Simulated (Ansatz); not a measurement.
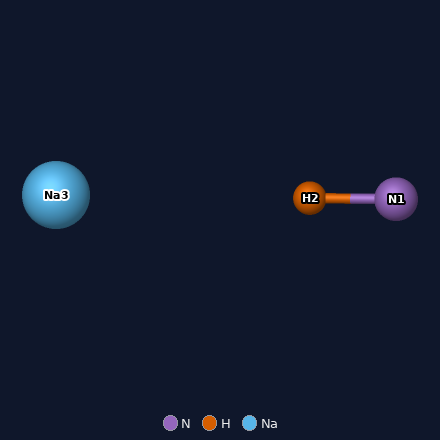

The system is N + HNa, spin multiplicity 4; the picture shows the reference structure. Coordinates scanned: (1) distance N1–H2; (2) distance H2–Na3. Nothing is relaxed (the angle N1–H2–Na3 is fixed at 180 degrees). The scan uses a 17 × 17 grid. Points are written as (first, second). Energies: eV, counted from N far from the relaxed HNa (each part in its own basis). Method: UKS PBE0-D4/aug-cc-pVTZ (Ansatz 0.2.0).

Its coordinates:

```xyz
3

N    -1.0800    0.0000    0.0000
H     0.0000    0.0000    0.0000
Na    3.1760    0.0000    0.0000
```

Range: distance N1–H2 from 0.816 to 2.416 Å; distance H2–Na3 from 1.576 to 3.176 Å.

> What will the energy surface look like?

The lowest grid point is at (1.080 Å, 3.176 Å), −1.94 eV from N far from the relaxed HNa (each part in its own basis). It lies in a valley that leaves the map towards separated partners. The highest grid point, (2.416 Å, 3.176 Å), lies 2.99 eV above the lowest.

```tsv
distance H2–Na3 ↓, distance N1–H2 →	0.816	0.923	1.080	1.263	1.466	1.684	1.917	2.161	2.416
3.176	−0.37	−1.62	−1.94	−1.41	−0.57	0.19	0.67	0.92	1.05
2.921	−0.35	−1.60	−1.93	−1.42	−0.63	0.07	0.50	0.72	0.82
2.677	−0.30	−1.57	−1.91	−1.43	−0.69	−0.06	0.31	0.48	0.57
2.444	−0.24	−1.51	−1.87	−1.42	−0.73	−0.19	0.11	0.25	0.31
2.226	−0.11	−1.39	−1.77	−1.36	−0.73	−0.27	−0.04	0.06	0.10
2.023	0.04	−1.25	−1.64	−1.25	−0.69	−0.30	−0.13	−0.06	−0.04
1.840	0.24	−1.05	−1.44	−1.08	−0.56	−0.24	−0.11	−0.08	−0.06
1.683	0.50	−0.78	−1.17	−0.81	−0.32	−0.04	0.04	0.06	0.07
1.576	0.77	−0.51	−0.90	−0.53	−0.05	0.21	0.28	0.29	0.29
```

The table holds every second grid line.

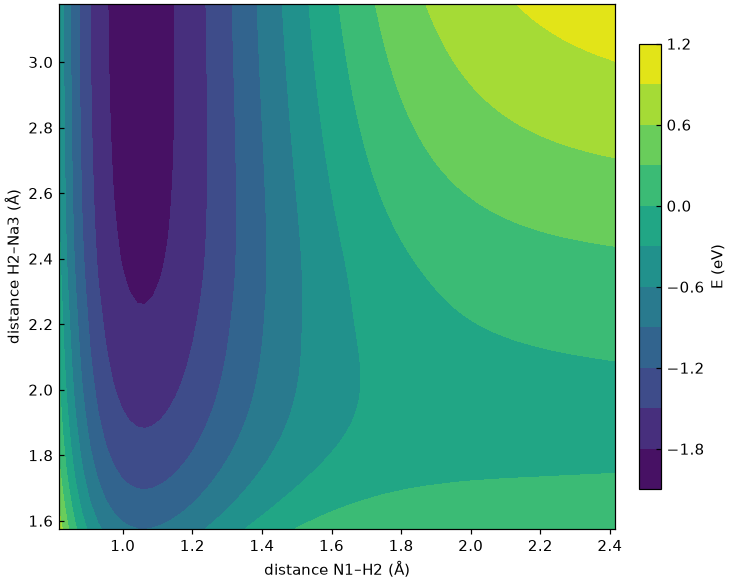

The picture shows filled contours. Between grid points the surface is interpolated.

Each point was launched as `ansatz run input.yaml --threads 1 --pin off --max-ram 2560MiB --backend cpu --events-out ev --progress --plain --runs-dir out`. The whole map (289 points run) took 19 min on 1 thread of Arm Neoverse V2, on a shared host.
